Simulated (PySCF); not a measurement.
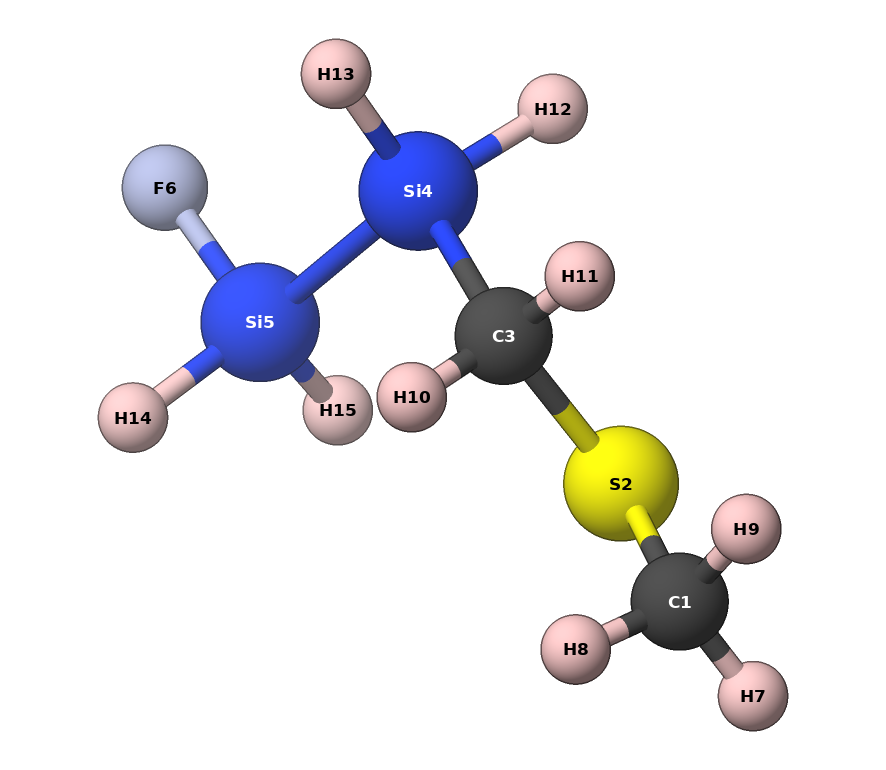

Computed geometry: GFN2-xTB optimisation. No frequency run is at hand to confirm it as a minimum. Electric field gradients from the ground-state density, PBE0/pcSseg-1 (PySCF 2.14.0), non-relativistic apart from any core potentials.

Give the largest field-gradient component, the quadrupole coupling constant and the asymmetry for 33S at S2 (Q = −67.81 mb), 2H at H7 (Q = 2.86 mb), 2H at H8 (Q = 2.86 mb).

| atom | V_zz (a.u.) | e²qQ/h (MHz) | η |
| --- | --- | --- | --- |
| S2 | −3.131 | 49.9 | 0.62 |
| H7 | 0.318 | 0.213 | 0.04 |
| H8 | 0.313 | 0.210 | 0.03 |

The geometry is semi-empirical. Around Si such bond lengths and angles can be off by a tenth of an ångström or more and by several degrees, and values that hang on the shape move with them.
